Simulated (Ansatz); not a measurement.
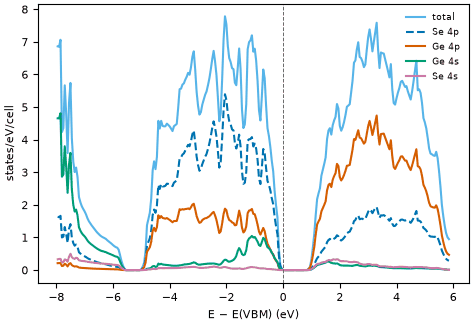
*Total and projected density of states of GeSe in space group Pnma (No. 62; Ge on 4c, Se on 4c), DFT-PBE in the program Ansatz with PAW potentials*

Question: Which orbitals carry the states next to the gap?

Answer: Top 1 eV of the valence band: Se 4p 62 %, Ge 4p 20 %, Ge 4s 16 %. Bottom 1 eV of the conduction band: Ge 4p 62 %, Se 4p 20 %, Se 4s 7 %, Ge 4s 6 %. Projections are on Löwdin-orthogonalised atomic valence shells; empty p or d shells of many metals are not among them.

Question: Where is the tallest occupied peak in this window, and what makes it?

Answer: Near -2.1 eV, about 7.8 states/eV per cell; the largest projected share is Se 4p.

The cell was relaxed with PBE under the symmetry of its start. A crystal of weakly bound layers computed without a dispersion correction: the cell and the soft elastic constants depend strongly on that. Scalar-relativistic: spin–orbit coupling is off unless named, which matters more the heavier the elements.

Potentials: the earlier of the program's two PAW sets.
